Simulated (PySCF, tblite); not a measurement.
# CH9BNSi2 radical: geometry, infrared bands and EPR parameters

Wanted: the infrared bands and EPR parameters of CH9BNSi2 radical (`NB[SiH2]C[SiH2]`), by calculation.

The runs use tblite 0.8.0 and PySCF 2.14.0, with density-fitted response routines of our own; the level of theory stands in each step. All values are computed, except where a source is named. Atoms count from 0, in the outputs and in this text.

## 1. The molecule as given

14 atoms, charge 0, multiplicity 2; geometry from: force field or distance geometry start.

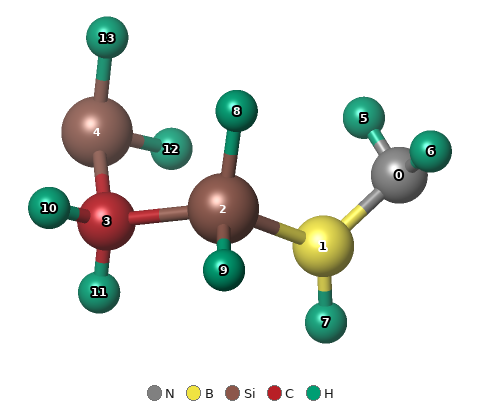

As it starts; nitrogen grey, boron yellow, silicon brown, carbon red, hydrogen teal, atoms numbered.

## 2. Geometry optimisation with GFN2-xTB

The job: settings as JSON, then the geometry in Å.

```
{"job": {"kind": "relax", "xc": "GFN2-xTB", "basis": "xTB"}, "charge": 0, "multiplicity": 2}
N      2.146600     1.160200     0.684100
B      1.424400     0.562900    -0.526800
Si     0.322400    -1.024400    -0.307600
C     -1.454000    -0.622900    -0.790800
Si    -2.196200     0.567300     0.451600
H      1.400200     1.384400     1.393100
H      2.748200     0.421400     1.087500
H      1.537000     1.072500    -1.573200
H      0.364900    -1.483100     1.086500
H      0.820500    -2.085000    -1.183500
H     -2.049800    -1.569200    -0.780000
H     -1.479800    -0.188400    -1.796400
H     -1.432200     1.824400     0.445000
H     -2.153000    -0.020600     1.788400
```

Launch:

```sh
$ OMP_NUM_THREADS=1 python probes_run.py task.json out
```

The driver reads the jobs from task.json and runs them one after another.

The program printed:

```text
step      E/eV     max force
  0    -387.16120    1.386
  1    -387.25803    0.646
  2    -387.29503    0.404
  3    -387.30726    0.358
  4    -387.33407    0.336
  5    -387.34346    0.289
  6    -387.35725    0.249
  7    -387.36560    0.245
  8    -387.37516    0.279
  9    -387.38247    0.307
 10    -387.38795    0.209
 11    -387.39187    0.183
 12    -387.39606    0.203
 13    -387.40256    0.360
 14    -387.41600    0.605
 15    -387.44285    1.031
 16    -387.48111    1.068
 17    -387.60490    1.199
 18    -387.61149    3.029
 19    -387.76290    1.283
 20    -387.85332    0.827
 21    -387.94640    0.778
 22    -388.05760    1.732
 23    -388.14164    0.765
 24    -388.20316    0.678
 25    -388.29477    0.730
 26    -388.32471    0.604
 27    -388.37465    0.768
 28    -388.41517    0.418
 29    -388.44227    0.709
 30    -388.46013    0.364
 31    -388.47255    0.266
 32    -388.48485    0.226
 33    -388.49595    0.236
 34    -388.50370    0.297
 35    -388.50990    0.231
 36    -388.51431    0.178
 37    -388.51861    0.160
 38    -388.52337    0.197
 39    -388.52844    0.252
 40    -388.53319    0.209
 41    -388.53759    0.159
 42    -388.54168    0.182
 43    -388.54497    0.132
 44    -388.54725    0.118
 45    -388.54925    0.112
 46    -388.55140    0.159
 47    -388.55362    0.136
 48    -388.55511    0.090
 49    -388.55582    0.064
 50    -388.55620    0.044
 51    -388.55651    0.042
 52    -388.55678    0.037
 53    -388.55700    0.051
 54    -388.55722    0.056
 55    -388.55752    0.051
 56    -388.55796    0.049
 57    -388.55848    0.049
 58    -388.55891    0.036
 59    -388.55919    0.037
 60    -388.55940    0.036
 61    -388.55967    0.044
 62    -388.56006    0.053
 63    -388.56048    0.045
 64    -388.56080    0.042
 65    -388.56099    0.039
 66    -388.56115    0.033
 67    -388.56138    0.034
 68    -388.56170    0.039
 69    -388.56206    0.040
 70    -388.56237    0.036
 71    -388.56257    0.029
 72    -388.56268    0.022
 73    -388.56277    0.029
 74    -388.56288    0.034
 75    -388.56304    0.034
 76    -388.56319    0.031
 77    -388.56330    0.031
 78    -388.56336    0.026
 79    -388.56341    0.021
 80    -388.56346    0.022
 81    -388.56351    0.015
 82    -388.56353    0.007
```

It took 0.53 s on 1 thread of Arm Neoverse V1, shared host.

Along the way: (not every step is listed)

```csv
step,energy from step 0 (eV),largest force (eV/Å)
0,0.0000,1.3863
1,-0.0968,0.6465
2,-0.1338,0.4040
3,-0.1461,0.3580
4,-0.1729,0.3355
5,-0.1823,0.2886
6,-0.1961,0.2487
7,-0.2044,0.2448
8,-0.2140,0.2787
14,-0.2548,0.6046
20,-0.6921,0.8267
26,-1.1635,0.6037
32,-1.3236,0.2257
38,-1.3622,0.1975
44,-1.3861,0.1178
50,-1.3950,0.0436
56,-1.3968,0.0487
62,-1.3989,0.0527
68,-1.4005,0.0394
74,-1.4017,0.0343
77,-1.4021,0.0305
78,-1.4022,0.0259
79,-1.4022,0.0205
80,-1.4023,0.0217
81,-1.4023,0.0148
82,-1.4023,0.0071
```

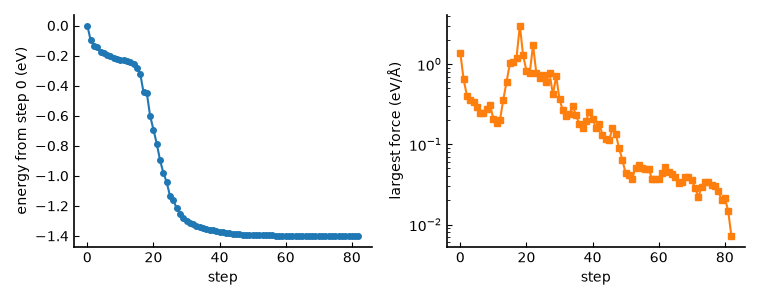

Energy and force, step by step.

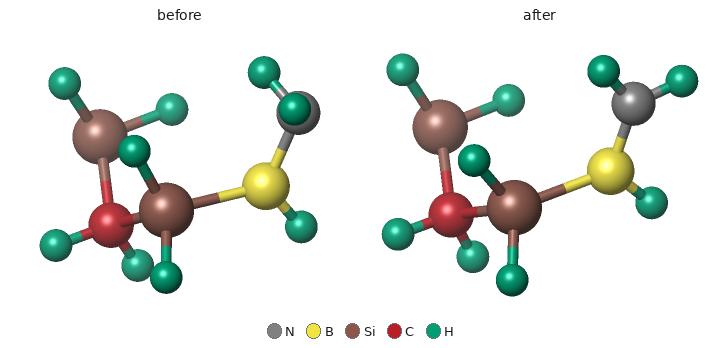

The geometry before (left) and after (right).

Distances of close pairs at the start and the end, largest changes first:

```csv
bond,before (Å),after (Å),change (Å)
N0–B1,1.531,1.381,-0.150
N0–H5,1.054,1.008,-0.045
Si2–C3,1.884,1.925,+0.040
C3–H10,1.118,1.090,-0.028
N0–H6,1.035,1.008,-0.027
Si2–H9,1.463,1.480,+0.017
Si2–H8,1.468,1.484,+0.016
C3–Si4,1.874,1.888,+0.014
```

The final coordinates are the input of the step that follows.

## 3. Harmonic vibrations with GFN2-xTB

The job: settings as JSON, then the geometry in Å.

```
{"job": {"kind": "ir", "xc": "GFN2-xTB", "basis": "xTB"}, "charge": 0, "multiplicity": 2}
N      2.046239     1.024708     0.739713
B      1.442938     0.588592    -0.423245
Si     0.394598    -1.064941    -0.423445
C     -1.471837    -0.711043    -0.732056
Si    -2.245432     0.509430     0.482705
H      2.585998     1.872516     0.818728
H      1.998757     0.526347     1.614254
H      1.589145     1.275755    -1.368949
H      0.425264    -1.813126     0.858085
H      0.775512    -2.084655    -1.426093
H     -2.018924    -1.653268    -0.704812
H     -1.580935    -0.326321    -1.746933
H     -1.631151     1.837562     0.432549
H     -2.310850     0.017971     1.857332
```

The program printed:

```text
mode    cm-1     km/mol
  1      24.9      4.49
  2      53.6      0.83
  3     111.6      1.45
  4     139.8      1.47
  5     189.5      0.54
  6     242.7      5.15
  7     423.5     34.55
  8     466.6     17.40
  9     497.6     11.00
 10     534.9     55.25
 11     577.4      7.10
 12     616.4      4.02
 13     655.7     23.37
 14     670.7    160.71
 15     690.8     96.59
 16     741.4    338.08
 17     767.0    135.21
 18     807.9    184.95
 19     827.4     66.20
 20     834.7    204.93
 21     887.0      2.56
 22    1026.9      4.17
 23    1104.0     51.31
 24    1125.7     37.57
 25    1362.4     64.17
 26    1460.0      0.05
 27    1558.4     66.19
 28    2084.2    428.69
 29    2123.5    345.68
 30    2230.8    333.21
 31    2258.3    463.63
 32    2571.7    161.12
 33    2966.1     44.34
 34    2980.5     22.53
 35    3457.1      0.60
 36    3487.5      3.17
```

It took 0.41 s on 1 thread of Arm Neoverse V1, shared host.

The strongest bands and the atoms that carry them (share of the mass-weighted mode):

```csv
cm⁻¹,km/mol,atoms
741,338.1,"H8 22 %, C3 17 %, Si2 15 %, H10 11 %"
808,184.9,"C3 43 %, Si4 23 %"
835,204.9,"H8 45 %, H9 42 %"
2084,428.7,H8 90 %
2124,345.7,H9 91 %
2231,333.2,H12 95 %
2258,463.6,H13 94 %
2572,161.1,H7 92 %
```

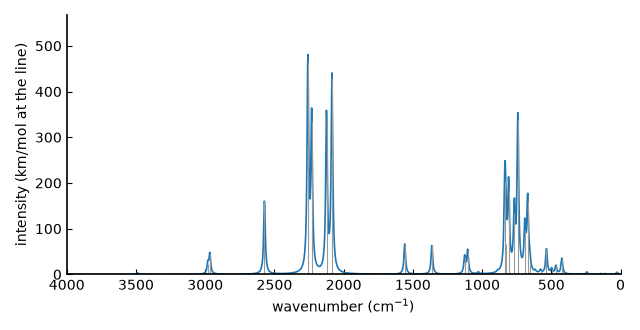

The infrared spectrum from these modes, unscaled. Lines are broadened to a width of 14 cm⁻¹ (Lorentzian).

## 4. g tensor and hyperfine couplings: B3LYP/pcH-1

Settings changed since step 3:

```diff
@@ -1,2 +1,2 @@
-{"job": {"kind": "ir", "xc": "GFN2-xTB", "basis": "xTB"}, "charge": 0, "multiplicity": 2}
+{"job": {"kind": "epr", "basis": "pcH-1"}, "charge": 0, "multiplicity": 2}
 N      2.046239     1.024708     0.739713
```

With the program's defaults for keys left out, this is: UKS B3LYP, pcH-1 on B C H N Si, non-relativistic, mean-field spin-orbit, GIAO.

The program printed:

```text
UKS, coarse grid
  cycle   1  E = -702.07905705  |g| = 3.72e-01
  cycle   2  E = -702.03795361  |g| = 4.62e-01
  cycle   3  E = -702.14034689  |g| = 6.46e-02
  cycle   4  E = -702.14228817  |g| = 2.10e-02
  cycle   5  E = -702.14251563  |g| = 7.17e-03
  cycle   6  E = -702.14253882  |g| = 2.68e-03
  cycle   7  E = -702.14254362  |g| = 5.96e-04
UKS, final grid
  cycle   1  E = -702.14258523  |g| = 6.91e-04
  cycle   2  E = -702.14258504  |g| = 9.76e-04
  cycle   3  E = -702.14258547  |g| = 1.22e-04
  cycle   4  E = -702.14258548  |g| = 2.14e-05
E = -702.14258548 Eh   <S^2> = 0.7516 (exact 0.7500)
g shifts (ppm)      1          2          3
  rmc          -129       -129       -129
  gc             10         63         88
  oz_so        -157       1702       2269
  total        -275       1636       2229
hyperfine (MHz)  atom isotope    a_iso     a_fc   dipolar eigenvalues
    0   14N       0.70       0.70     -0.11     -0.09      0.21
    1   11B      -0.72      -0.72     -0.41     -0.30      0.71
    2  29Si     -58.08     -58.13     -9.63      4.16      5.47
    3   13C       8.18       8.13     -4.83     -4.77      9.60
    4  29Si    -426.48    -427.50   -170.22     84.98     85.24
    5    1H       0.05       0.05     -0.58     -0.49      1.07
    6    1H      -0.03      -0.03     -0.80     -0.71      1.51
    7    1H       0.16       0.16     -0.81     -0.67      1.48
    8    1H      -1.19      -1.19     -1.81     -0.74      2.54
    9    1H      24.58      24.58     -1.29     -0.49      1.78
   10    1H       6.57       6.56     -4.28     -2.25      6.53
   11    1H      10.29      10.28     -4.38     -2.41      6.79
   12    1H      28.88      28.85     -9.97      1.34      8.64
   13    1H      29.73      29.71    -10.05      1.44      8.61
```

Wall time 52 s (1 thread of Arm Neoverse V1, shared host); peak memory 0.87 GiB.

Principal g values 2.00204, 2.00396, 2.00455; g(iso) = 2.00352, against 2.00232 for a free electron.

Hyperfine couplings; where a row names several nuclei, a(iso) is their mean (it holds for fast rotation or exchange) and the dipolar term the largest among them:

```csv
nuclei,isotope,a(iso) (MHz),"a(iso) (G, at g = 2.0023)",largest dipolar term (MHz)
Si4,29Si,-426.5,-152.2,-170.2
Si2,29Si,-58.1,-20.7,-9.6
"H12, H13",1H,29.3,10.5,-10.0
"H8, H9",1H,11.7,4.2,2.5
"H10, H11",1H,8.4,3.0,6.8
C3,13C,8.2,2.9,9.6
B1,11B,-0.7,-0.3,0.7
N0,14N,0.7,0.2,0.2
H7,1H,0.2,0.1,1.5
"H5, H6",1H,0.0,0.0,1.5
```

Mulliken spin populations:

N0 0.00; B1 0.00; Si2 0.03; C3 -0.01; Si4 0.97; H5 0.00; H6 0.00; H7 0.00; H8 0.00; H9 0.02; H10 0.00; H11 0.00; H12 0.00; H13 0.00

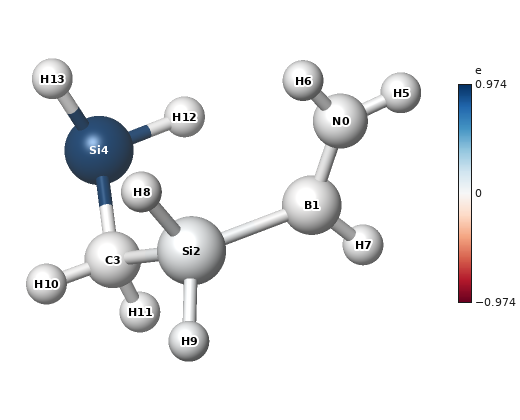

Mulliken spin populations, as colours on the atoms.

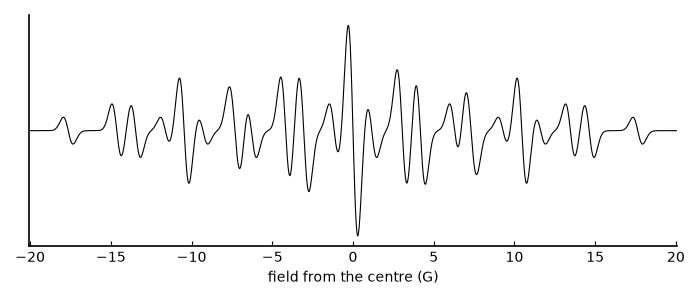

First-order isotropic spectrum (first derivative, main isotopes with spin only, couplings over 0.8 MHz, Gaussian width 0.3 G; couplings of the frozen geometry, rotation of groups not averaged beyond the rows shown).

Orbitals, density, ELF and potential are computed afterwards from the orbital file.

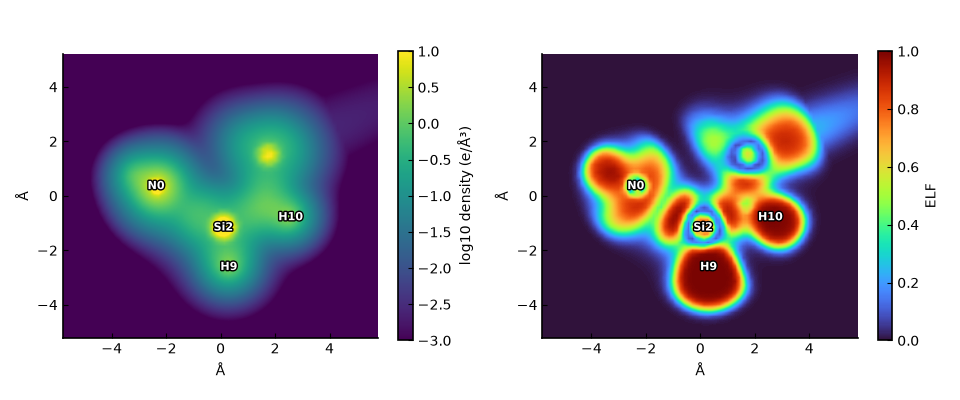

Density (left) and ELF (right) in a plane through or near 4 of the atoms.

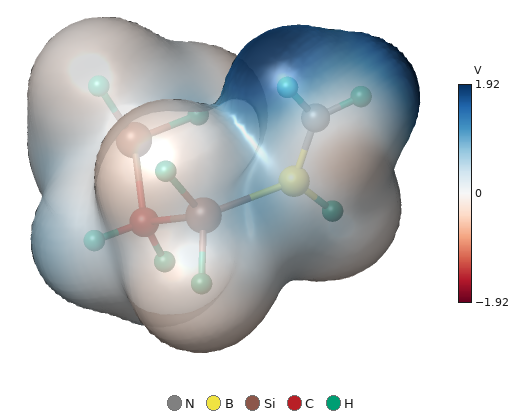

The potential that a unit positive charge feels on the 0.002 e/bohr³ surface, from -0.31 V near N0 to 1.92 V near H5.

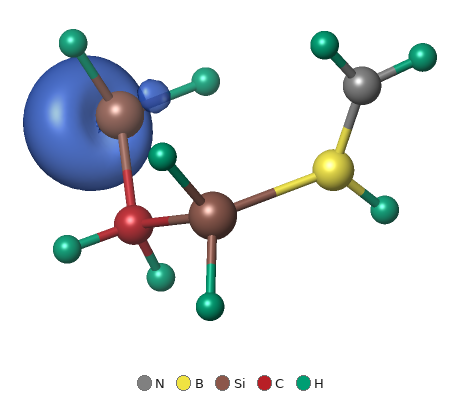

Spin density at ±0.06 e/Å³ (alpha excess blue, beta excess red).

## 5. Results

| quantity | value |
| --- | --- |
| strongest single infrared mode (GFN2-xTB) | 2258 cm⁻¹, 464 km/mol |
| zero-point energy (GFN2-xTB) | 60.8 kcal/mol |
| g(iso) (B3LYP) | 2.00352 |
| ⟨S²⟩ | 0.752 (exact 0.75) |
| largest a(iso) (averaged by class) | 29Si on Si4, -426.5 MHz |
| potential on the surface of density 0.002 e/bohr³, 1st and 99th percentile | -0.31 V and 1.92 V |

What this shows: The optimisation took 82 steps and gained 1.402 eV; among the close pairs (by a distance rule), N0–B1 changed most, from 1.531 to 1.381 Å. No mode is imaginary among the 36: a minimum at this level. The strongest single mode, at 2258 cm⁻¹, moves mainly H13. Unscaled tight-binding wavenumbers are off by several per cent, some by more. Its intensities can rank the bands wrongly. Most of the unpaired spin sits on Si4 (0.97 e). The isotropic g lies 1.2 ppt above the free-electron value. These values are for one conformer; the search (at its own cheap level) found 2 more, at 0.77, 1.42 kcal/mol, and measured spectra average over such forms.
